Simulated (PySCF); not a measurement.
**Excited-state calculation, with input and output: C5H12OSi**

The run: excited-state calculation of C5H12OSi, SMILES CO[C@H]1CCC[SiH2]1. Method and program: TDDFT B3LYP/def2-SVPD, vertical, gas phase, core orbitals frozen in the response (PySCF 2.14.0).

The geometry comes from this level: PBE0-D3(BJ)/def2-SVP.

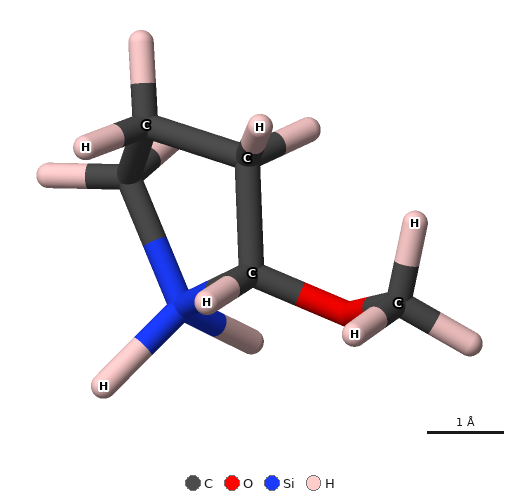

**Figure 1.** The structure (stick view, seen at a tilt).

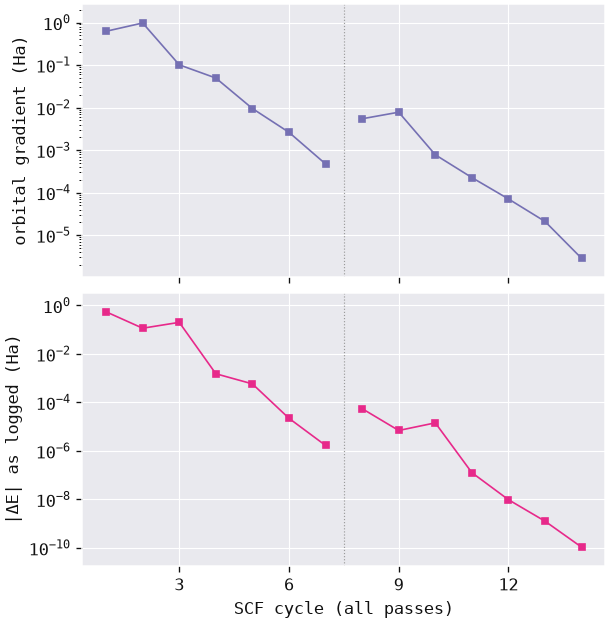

**Figure 2.** Convergence of the self-consistent field: orbital gradient and size of the energy change against the SCF cycle. The dotted line marks the change from a coarse to the final integration grid. The first 7 cycles use a coarse grid, the final grid takes over at cycle 8, and the field converges after 14 cycles in all.

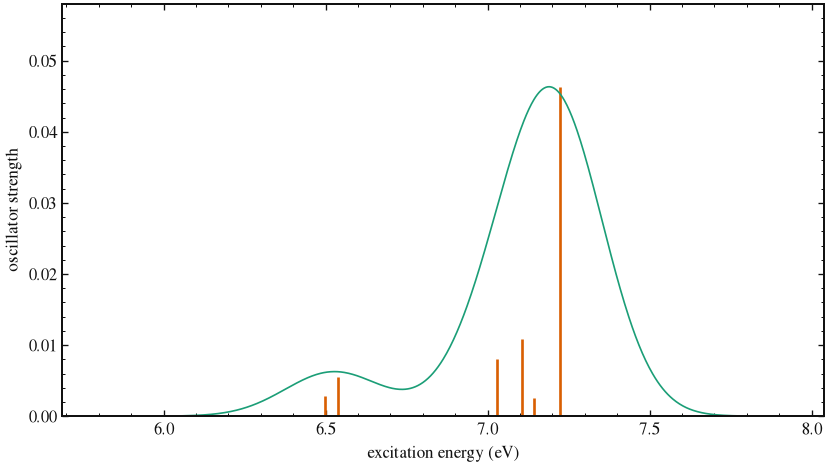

**Figure 3.** Computed excitations as sticks (degenerate states added up, dark ones marked on the axis), with a Gaussian envelope of 0.35 eV full width at half maximum, scaled to the tallest. Of the 6 states the lowest lies at 6.50 eV (f = 0.003); the strongest line is at 7.22 eV, or 172 nm (f = 0.046).

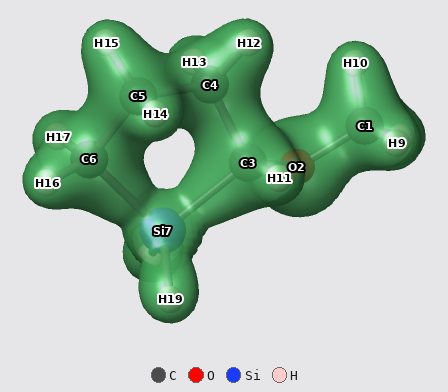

**Figure 4.** Isosurface of the total electron density at 0.5 e/Å³ (green), seen at a tilt. At this value the surface is in one piece. On the grid the lowest density along these lines, outside the cores, is 1.8 e/Å³ (C–O, 1.40 Å), 1.6 e/Å³ (C–C, 1.53 Å), 0.78 e/Å³ (C–Si, 1.90 Å) and 1.9 e/Å³ (C–H, 1.10 Å).

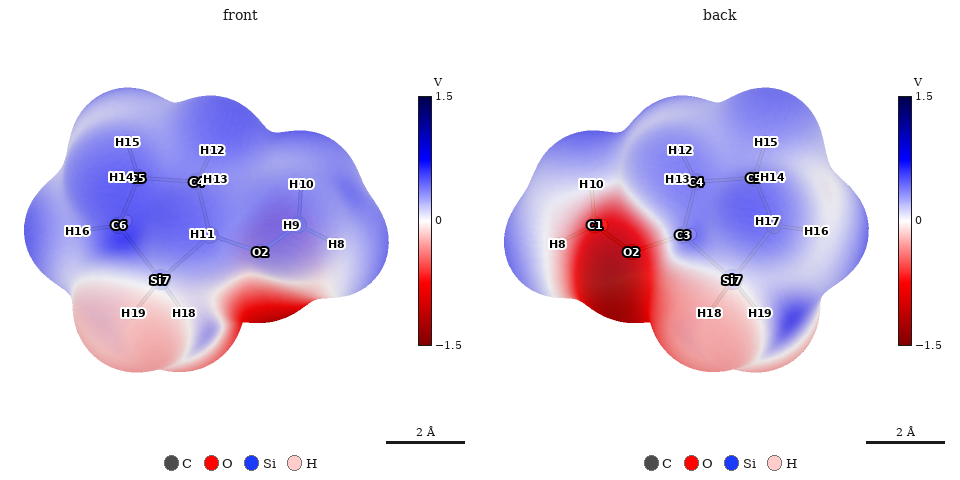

**Figure 5.** The electrostatic potential painted on the density surface at 0.001 e/bohr³, seen at a tilt and from behind; red is negative and blue positive. A positive charge is drawn to the negative regions and a negative charge to the positive ones. Its dipole moment is 1.67 D.

The input and output of the run follow.

Input file
```
{"job": {"kind": "uv", "xc": "B3LYP", "basis": "def2-SVPD", "dynamic": true, "nstates": 6, "ntriplets": 0}, "charge": 0, "multiplicity": 1}
C      2.868879    -0.608085     0.099742
O      1.632695    -1.187876     0.385715
C      0.576567    -0.272221     0.504410
C      0.140810     0.399095    -0.810563
C     -1.286290     0.921052    -0.637449
C     -2.173758    -0.217205    -0.103167
Si    -1.033488    -1.117116     1.116584
H      3.626683    -1.404066     0.122936
H      3.144637     0.161126     0.849091
H      2.897467    -0.133127    -0.899450
H      0.847214     0.526125     1.231000
H      0.825645     1.204306    -1.123613
H      0.162961    -0.371263    -1.602555
H     -1.279610     1.754642     0.087601
H     -1.673937     1.339832    -1.580127
H     -3.118694     0.145682     0.327240
H     -2.437651    -0.908194    -0.921448
H     -1.002388    -2.600103     0.944918
H     -1.327798    -0.805992     2.550170
```

The first line tells a small driver script what to run in PySCF; the rest is the geometry in Å.

Launched with:
```bash
OMP_NUM_THREADS=1 python <driver script> task.json out
```

Log
```
coarse grid: 15584 points
cycle   1  E = -562.0209896749  dE =  5.466e-01  |g| = 6.230e-01  |ddm| = 6.152e+00
cycle   2  E = -561.9059394693  dE =  1.151e-01  |g| = 9.751e-01  |ddm| = 2.203e+00
cycle   3  E = -562.1068748106  dE = -2.009e-01  |g| = 1.012e-01  |ddm| = 1.436e+00
cycle   4  E = -562.1083924892  dE = -1.518e-03  |g| = 4.956e-02  |ddm| = 1.710e-01
cycle   5  E = -562.1089719884  dE = -5.795e-04  |g| = 9.509e-03  |ddm| = 7.950e-02
cycle   6  E = -562.1089939455  dE = -2.196e-05  |g| = 2.621e-03  |ddm| = 2.309e-02
cycle   7  E = -562.1089956129  dE = -1.667e-06  |g| = 4.730e-04  |ddm| = 4.566e-03
final grid: 143640 points
cycle   8  E = -562.2034282353  dE = -5.499e-05  |g| = 5.461e-03  |ddm| = 1.556e-01
cycle   9  E = -562.2034213140  dE =  6.921e-06  |g| = 7.795e-03  |ddm| = 1.835e-02
cycle  10  E = -562.2034355815  dE = -1.427e-05  |g| = 7.773e-04  |ddm| = 1.006e-02
cycle  11  E = -562.2034357071  dE = -1.256e-07  |g| = 2.265e-04  |ddm| = 1.255e-03
cycle  12  E = -562.2034357167  dE = -9.602e-09  |g| = 7.119e-05  |ddm| = 3.933e-04
cycle  13  E = -562.2034357179  dE = -1.247e-09  |g| = 2.105e-05  |ddm| = 1.333e-04
cycle  14  E = -562.2034357180  dE = -1.055e-10  |g| = 2.859e-06  |ddm| = 3.419e-05
converged SCF energy = -562.2034357180

Static polarisability (au): isotropic 91.138, principal 78.867 92.836 101.711

Singlet excitations
state   eV       nm        f      main configurations
  1   6.4988    190.8   0.00278   H->L 0.85, H->L+1 0.13
  2   6.5382    189.6   0.00553   H->L+1 0.84, H->L 0.12
  3   7.0275    176.4   0.00800   H-1->L 0.80, H->L+2 0.17
  4   7.1072    174.4   0.01091   H-1->L+1 0.68, H->L+3 0.18
  5   7.1441    173.5   0.00250   H->L+2 0.73, H-1->L 0.14
  6   7.2248    171.6   0.04633   H->L+3 0.71, H-1->L+1 0.20
```

Key numbers

```json
{"quantity": "outcome", "value": "converged"}
{"quantity": "total energy", "value": "−562.203436 hartree"}
{"quantity": "HOMO", "value": "−7.07 eV"}
{"quantity": "LUMO", "value": "0.25 eV"}
{"quantity": "dipole moment", "value": "1.67 D"}
{"quantity": "mean polarisability", "value": "91.14 a.u."}
{"quantity": "lowest excitation", "value": "6.50 eV"}
{"quantity": "hardware", "value": "1 CPU thread, shared host"}
{"quantity": "wall time", "value": "1.8 min"}
{"quantity": "peak memory", "value": "1.1 GiB"}
```
